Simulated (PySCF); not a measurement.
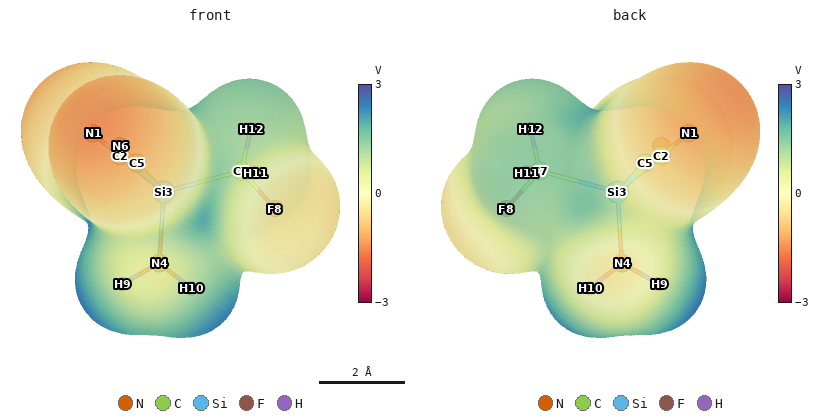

C₃H₄FN₃Si (SMILES N#C[Si](N)(C#N)CF). The molecular electrostatic potential painted on the density surface at 0.002 e/bohr³, seen from the front and from behind; the colour scale runs from red (negative) to blue (positive).

Geometry: GFN2-xTB.

The calculation used PySCF, PBE0/def2-SVPD, SCF density, gas phase.

```xyz
12

N     2.2607   -0.2197    2.2413
C     1.4949   -0.0730    1.4043
Si    0.2553    0.1918    0.0303
N     0.9216   -0.3551   -1.4424
C    -0.1654    2.0173    0.1508
N    -0.4137    3.1338    0.1996
C    -1.3247   -0.8348    0.3691
F    -2.0701   -0.9293   -0.7887
H     1.7937   -0.0071   -1.8051
H     0.3173   -0.6792   -2.1812
H    -1.0938   -1.8589    0.6718
H    -1.9745   -0.3865    1.1242
```

**Which sites attract a positive test charge, and which a negative one?**

A positive charge is drawn to the negative regions and a negative charge to the positive ones. The most negative region (about −1.5 V, or −35 kcal/mol for a unit charge) lies over N1 and N6, the most positive (about +2.5 V, or +58 kcal/mol for a unit charge) over Si3, H9 and H10.

**What dipole moment does the calculation give?**

Its dipole moment is 3.78 D.
